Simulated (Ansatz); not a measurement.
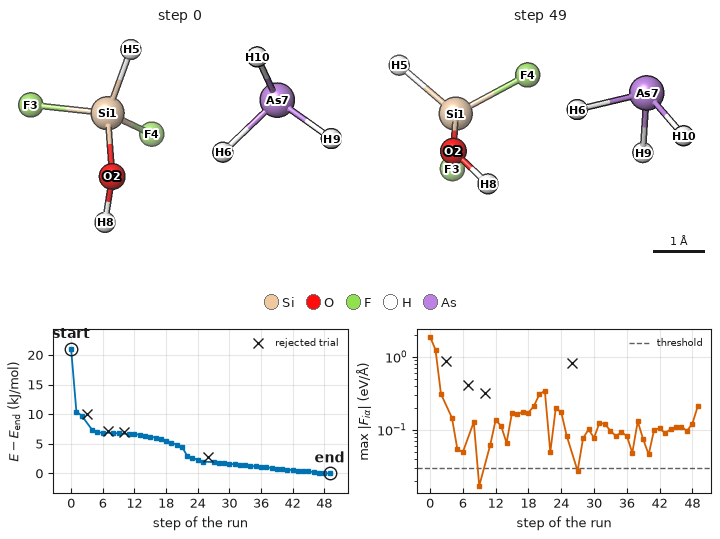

First and last geometry of a relaxation of SiAsH$_{5}$OF$_{2}$, with the history of the run. A ball-and-stick model, seen at a tilt.

The run prepares an end point of a later path (reaction) calculation, from a guessed geometry.

These are results of Ansatz, RKS CAM-B3LYP-D4/def2-SVP, not measurements. (no spin polarisation; force threshold 0.03 eV/Å; at most 50 steps)

> Read the history and describe the run.

The relaxation stopped without meeting its thresholds, so the last structure isn't shown to be converged. It used up its limit of 50 steps. The energy falls by 21.0 kJ/mol in 45 accepted moves (49 points after the start). Largest force component: 1.9 eV/Å at the start, 0.21 eV/Å at the end. The line search rejected the trial steps at points 3, 7, 10, 26 of the run. The forces were under the threshold at step 9, but the run went on from there. The atom that moves furthest after the best rigid fit is H10 (2.04 Å). Largest moves by element: H 2.04 Å, F 1.92 Å, O 0.64 Å, As 0.45 Å, Si 0.27 Å. Among the contacts that change: Si1–O2 1.704 → 1.627 Å, H6–As7 1.508 → 1.523 Å, Si1–F4 1.603 → 1.618 Å, Si1–F3 1.604 → 1.612 Å. Bond angles that change, for instance: Si1–O2–H8 116.4° → 120.7°. Cost: 2.8 min on 4 threads of Arm Neoverse N1, on a shared host, peak memory 0.35 GiB.

Limits of the set-up: the start holds two separate molecules, 2.3 Å apart at their closest, whose relative position is a soft coordinate.
